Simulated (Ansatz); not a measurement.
# CH3NO (formaldoxime) at CCSD(T)/def2-TZVP

What is the vertical singlet–triplet gap of CH3NO (formaldoxime) at CCSD(T)/def2-TZVP? 

Program for the calculation: Ansatz 0.2.0.

57 further runs of the same task are left out: 57 set aside as unsound or not needed.

### 1 The system as given

CH3NO: 6 atoms, total charge 0, spin state singlet. As SMILES, `C=NO`. Geometry: relaxed at PBE0-D4/def2-TZVP. This is one conformer, not always the lowest.

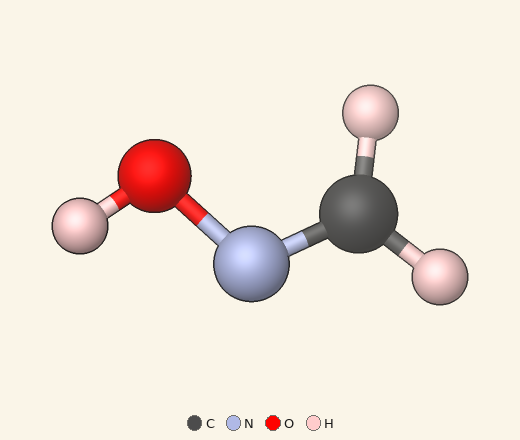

Viewed from a chosen angle; carbon dark grey, nitrogen light blue, oxygen red, hydrogen pink.

### 2 A single-point energy at CCSD(T)/def2-TZVP

job.yaml reads:

```yaml
basis:
  gaussian:
    orbitals: def2-TZVP
crystal:
  periodic: [false, false, false]
  atoms:
    - {symbol: C, position_ang: [-0.641460, 0.275060, -0.529500]}
    - {symbol: "N", position_ang: [-0.060370, -0.588400, 0.185960]}
    - {symbol: O, position_ang: [1.092090, -0.094130, 0.757850]}
    - {symbol: H, position_ang: [-1.557810, -0.036720, -1.015390]}
    - {symbol: H, position_ang: [-0.256650, 1.285210, -0.662960]}
    - {symbol: H, position_ang: [1.424190, -0.841030, 1.264030]}
correlation:
  method: ccsd_t
  frozen_orbitals: {C: 1, H: 0, "N": 1, O: 1}
accuracy: high
scf:
  omitted_lower_state_checks: [cluster_reference, increment]
```

Started as:

```
ansatz run job.yaml --threads 1 --pin off --max-ram 3480MiB --events-out events.jsonl --progress --plain --runs-dir runs
```

What it wrote:

```text
Warning: RAYON_NUM_THREADS=1 ignored (pool sized by the plan → 1); use --threads N
Functional definition: HF
  name "HF"
  exchange = exact_x
  correlation = 0
these checks for a lower state are left out or cut short: cluster_reference, increment
2014 factors; integrals over basis functions are off by at most 3.9e-9 eV
mean field evaluation 1: about -4594.7750 eV, gradient 2.7e1 eV
mean field evaluation 2: about -4594.7793 eV, gradient 2.7e1 eV
mean field evaluation 4: about -4596.4296 eV, gradient 3.8e0 eV
mean field evaluation 8: about -4596.4675 eV, gradient 3.6e-4 eV
mean field -4596.46753339 eV, -168.9170662544 hartree, gradient 1.2e-8 eV, S^2 0.000000; 0 other end points of the search recorded, 0 dependent functions left out; unrestricted orbitals would lower it
3 core orbitals not correlated: weight in the atoms' cores, before any rotation towards them, 1.000 or more for the frozen orbitals, at most 0.000 for the correlated occupied ones
reference -4596.46753339 eV, -168.9170662544 hartree; 9, 9 occupied and 99, 99 virtual orbitals, 2014 factors
second order -16.25707574 eV of doubles, -0.00000000 eV of singles
cycle   1  -16.17367161 eV  change    8.3e-2 eV  update   9.1e-2
cycle   2  -16.60865215 eV  change   -4.3e-1 eV  update   2.9e-2
cycle   3  -16.71922005 eV  change   -1.1e-1 eV  update   1.6e-2
cycle   4  -16.71013375 eV  change    9.1e-3 eV  update   4.5e-3
cycle   5  -16.71062753 eV  change   -4.9e-4 eV  update   2.5e-3
cycle   6  -16.71138903 eV  change   -7.6e-4 eV  update   8.4e-4
cycle   7  -16.71093702 eV  change    4.5e-4 eV  update   4.0e-4
cycle   8  -16.71088844 eV  change    4.9e-5 eV  update   1.3e-4
cycle   9  -16.71090553 eV  change   -1.7e-5 eV  update   3.4e-5
cycle  10  -16.71089477 eV  change    1.1e-5 eV  update   9.5e-6
cycle  11  -16.71089915 eV  change   -4.4e-6 eV  update   3.2e-6
cycle  12  -16.71090236 eV  change   -3.2e-6 eV  update   1.2e-6
cycle  13  -16.71090291 eV  change   -5.5e-7 eV  update   4.3e-7
cycle  14  -16.71090337 eV  change   -4.6e-7 eV  update   1.6e-7
cycle  15  -16.71090336 eV  change    1.9e-8 eV  update   6.4e-8
cycle  16  -16.71090336 eV  change   -5.2e-9 eV  update   3.4e-8
cycle  17  -16.71090347 eV  change   -1.1e-7 eV  update   1.2e-7
cycle  18  -16.71090346 eV  change    7.3e-9 eV  update   3.0e-8
cycle  19  -16.71090347 eV  change   -7.1e-9 eV  update   1.3e-8
cycle  20  -16.71090348 eV  change   -8.3e-9 eV  update   4.4e-9
cycle  21  -16.71090348 eV  change   3.1e-10 eV  update   1.8e-9
perturbative correction -0.71267159 eV, -0.0261901980 hartree
Total energy: -4613.89110846 eV, -169.5573708282 hartree
Checks for a lower state left out: cluster_reference, increment
```

It took 29 s on 1 thread of Arm Neoverse V1, shared host; peak memory 0.95 GiB.

### 3 The triplet, same level

in.yaml reads:

```yaml
crystal:
  periodic: [false, false, false]
  atoms:
    - {symbol: C, position_ang: [-0.641460, 0.275060, -0.529500]}
    - {symbol: N, position_ang: [-0.060370, -0.588400, 0.185960]}
    - {symbol: O, position_ang: [1.092090, -0.094130, 0.757850]}
    - {symbol: H, position_ang: [-1.557810, -0.036720, -1.015390]}
    - {symbol: H, position_ang: [-0.256650, 1.285210, -0.662960]}
    - {symbol: H, position_ang: [1.424190, -0.841030, 1.264030]}
basis:
  gaussian:
    orbitals: def2-TZVP
scf:
  omitted_lower_state_checks: [cluster_reference, increment]
magnetization:
  spin_polarized: true
  initial_magnetization: 2
accuracy: high
correlation:
  method: ccsd_t
  frozen_orbitals: {C: 1, H: 0, "N": 1, O: 1}
```

Started as:

```
ansatz run in.yaml --threads 1 --pin off --max-ram 3480MiB --events-out events.jsonl --progress --plain --runs-dir runs
```

What it wrote:

```text
Warning: RAYON_NUM_THREADS=1 ignored (pool sized by the plan → 1); use --threads N
Functional definition: HF
  name "HF"
  exchange = exact_x
  correlation = 0
these checks for a lower state are left out or cut short: cluster_reference, increment
2014 factors; integrals over basis functions are off by at most 3.9e-9 eV
mean field evaluation 1: about -4589.4229 eV, gradient 2.1e1 eV
mean field evaluation 2: about -4589.4284 eV, gradient 2.1e1 eV
mean field evaluation 4: about -4591.8990 eV, gradient 3.6e0 eV
mean field evaluation 8: about -4592.1164 eV, gradient 3.1e-1 eV
mean field evaluation 16: about -4592.3775 eV, gradient 2.8e0 eV
mean field evaluation 32: about -4593.0982 eV, gradient 2.1e0 eV
mean field -4593.12233083 eV, -168.7941323279 hartree, gradient 1.7e-8 eV, S^2 2.025140; 3 other end points of the search recorded, 0 dependent functions left out
3 core orbitals not correlated: weight in the atoms' cores, before any rotation towards them, 1.000 or more for the frozen orbitals, at most 0.000 for the correlated occupied ones
reference -4593.12233083 eV, -168.7941323279 hartree; 10, 8 occupied and 98, 100 virtual orbitals, 2014 factors
second order -14.80549689 eV of doubles, -0.00000000 eV of singles
cycle   1  -15.06570221 eV  change   -2.6e-1 eV  update   9.7e-2
cycle   2  -15.48946038 eV  change   -4.2e-1 eV  update   3.2e-2
cycle   3  -15.61711457 eV  change   -1.3e-1 eV  update   2.8e-2
cycle   4  -15.61999174 eV  change   -2.9e-3 eV  update   1.5e-2
cycle   5  -15.62911772 eV  change   -9.1e-3 eV  update   8.3e-3
cycle   6  -15.63178389 eV  change   -2.7e-3 eV  update   2.6e-3
cycle   7  -15.63181010 eV  change   -2.6e-5 eV  update   8.9e-4
cycle   8  -15.63207081 eV  change   -2.6e-4 eV  update   3.4e-4
cycle   9  -15.63196450 eV  change    1.1e-4 eV  update   1.2e-4
cycle  10  -15.63189866 eV  change    6.6e-5 eV  update   4.5e-5
cycle  11  -15.63194898 eV  change   -5.0e-5 eV  update   1.9e-5
cycle  12  -15.63194799 eV  change    9.9e-7 eV  update   8.1e-6
cycle  13  -15.63194873 eV  change   -7.4e-7 eV  update   3.7e-6
cycle  14  -15.63194794 eV  change    7.9e-7 eV  update   1.3e-6
cycle  15  -15.63194590 eV  change    2.0e-6 eV  update   5.7e-7
cycle  16  -15.63194589 eV  change    3.5e-9 eV  update   2.9e-7
cycle  17  -15.63194622 eV  change   -3.3e-7 eV  update   1.3e-7
cycle  18  -15.63194625 eV  change   -2.6e-8 eV  update   6.7e-8
cycle  19  -15.63194628 eV  change   -3.3e-8 eV  update   4.8e-8
cycle  20  -15.63194629 eV  change   -5.2e-9 eV  update   4.1e-8
cycle  21  -15.63194635 eV  change   -6.0e-8 eV  update   9.2e-8
cycle  22  -15.63194636 eV  change   -1.8e-8 eV  update   3.9e-8
cycle  23  -15.63194638 eV  change   -1.3e-8 eV  update   3.0e-8
cycle  24  -15.63194639 eV  change   -9.2e-9 eV  update   2.6e-8
cycle  25  -15.63194639 eV  change   -1.4e-9 eV  update   2.2e-8
cycle  26  -15.63194638 eV  change    4.0e-9 eV  update   1.3e-8
cycle  27  -15.63194638 eV  change    4.8e-9 eV  update   5.6e-9
cycle  28  -15.63194638 eV  change   8.2e-10 eV  update   2.0e-9
perturbative correction -0.58848852 eV, -0.0216265544 hartree
Total energy: -4609.34276573 eV, -169.3902223159 hartree
Checks for a lower state left out: cluster_reference, increment
```

It took 2 min on 1 thread of Arm Neoverse V1, shared host; peak memory 2.1 GiB.

### 4 What came out

At CCSD(T)/def2-TZVP, 3 core orbitals frozen:

| quantity | value |
| --- | --- |
| singlet: total energy | -169.55737 Eh |
| singlet: correlation energy (3 core orbitals frozen) | -640.3 mEh |
| singlet: (T) correction | -26.19 mEh |
| singlet: T1 diagnostic | 0.014 |
| triplet: total energy | -169.39022 Eh |
| triplet: correlation energy (3 core orbitals frozen) | -596.1 mEh |
| triplet: (T) correction | -21.63 mEh |
| triplet: ⟨S²⟩ of the reference determinant | 2.025 |
| triplet: T1 diagnostic | 0.029 |
| vertical energy of the triplet above the singlet | 4.548 eV |

**Reading.** At this shape the triplet lies 4.55 eV (439 kJ/mol) above the singlet. The restricted solution (singlet) is unstable to spin breaking: an unrestricted one lies lower. The triples (singlet) make up 4.1 % of the correlation energy. The triples (triplet) make up 3.6 % of the correlation energy.
